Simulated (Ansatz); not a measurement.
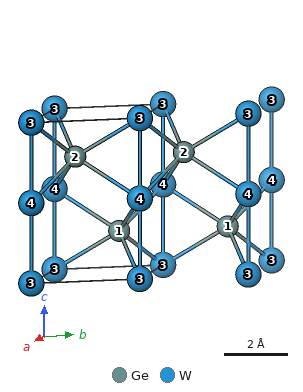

A crystal of GeW (a generated structure, set up in P6_3/mmc) (coarse preliminary run), before the relaxation. A ball-and-stick model of the cell of the calculation, repeated 1 × 2 × 1 with one cell outlined, seen slightly off an axis.

The calculation used DFT PBE, scalar-relativistic, plane waves, PAW in Ansatz.

Input file:
```yaml
crystal:
  lattice:
    - [3.64229135, 0.0, 0.0]
    - [-1.82114567, 3.15431683, 0.0]
    - [0.0, 0.0, 5.16675894]
  atoms:
    - { symbol: Ge, position: [0.33333333, 0.66666667, 0.25] }
    - { symbol: Ge, position: [0.66666667, 0.33333333, 0.75] }
    - { symbol: W, position: [0.0, 0.0, 0.0] }
    - { symbol: W, position: [0.0, 0.0, 0.5] }
basis:
  ecutwfc: 420
kpoints:
  mp_grid: { grid: [6, 6, 4] }
hamiltonian:
  xc: pbe
scf:
  occupations: { method: gaussian, width: 0.1 }
  lower_state_search: "off"
output:
  forces: true
  stress: true
  eigenvalues: true
relax:
  adjacent_minimum: "off"
  f_tol: 0.04
  max_steps: 70
  cell: { stress_tol: 0.4 }
```

Run as
```bash
ansatz run input.yaml --threads 1 --pin off --max-ram 2560MiB --backend cpu --events-out ev --progress --plain --runs-dir out
```

### What does the optimiser find from here?

Over 13 accepted moves (15 points after the start) the energy falls by 753 meV per atom. All forces vanish by symmetry, so only the cell relaxes. Pressure: 50.47 GPa at the start and −0.20 GPa at the end. At 2 points the geometry stayed and the basis and grid were re-selected for the new cell (energy shift of 67.9 meV per atom at most each time). No atom moves by more than 0.005 Å relative to the cell. The volume changes by +8.2 %, with a = b 3.642 → 3.174 Å (−12.8 %), c 5.167 → 7.362 Å (+42.5 %). Among the contacts that change: W3–W4 2.583 → 3.681 Å, W3–W3 3.642 → 3.174 Å, Ge1–W3 2.468 → 2.597 Å. Bonds break: W3–W4 (2.58 → 3.68 Å). Among the angles between lasting bonds that change: W3–Ge1–W4 63.1° → 90.2°, W3–Ge1–W3 95.1° → 75.3°, Ge1–W3–Ge2 84.9° → 104.7°. The space group stays P6_3/mmc (No. 194).

Step by step:

```tsv
step	E − E(0), meV/atom	pressure, GPa	volume, Å³/atom	note
0	0.00	50.47	14.840	
1	-348.02	19.50	16.310	
2	-452.88	4.52	17.255	
3	-478.53	-0.31	17.505	
4	-510.82	-1.94	17.342	
5	-565.16	-2.35	16.987	
6	-622.24	-1.03	16.409	
7	-625.97	1.10	15.787	
8	-633.82	0.38	16.055	
9	-633.93	0.01	16.055	
10	-701.86	4.98	16.055	same geometry, new basis
11	-730.44	2.66	16.088	
12	-746.51	0.56	16.128	
13	-751.11	1.27	15.902	
14	-752.37	-0.24	16.061	
15	-752.65	-0.20	16.061	same geometry, new basis
```

The structure at the end:

```
Ge W
1.0
     3.17441    0.00000    0.00000
    -1.58721    2.74912    0.00000
     0.00000    0.00000    7.36155
Ge W
2 2
Direct
  0.33333 0.66667 0.25000
  0.66667 0.33333 0.75000
  0.00000 0.00000 0.00000
  0.00000 0.00000 0.50000
```

After the run, drawn alike:

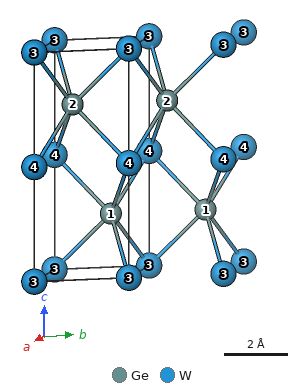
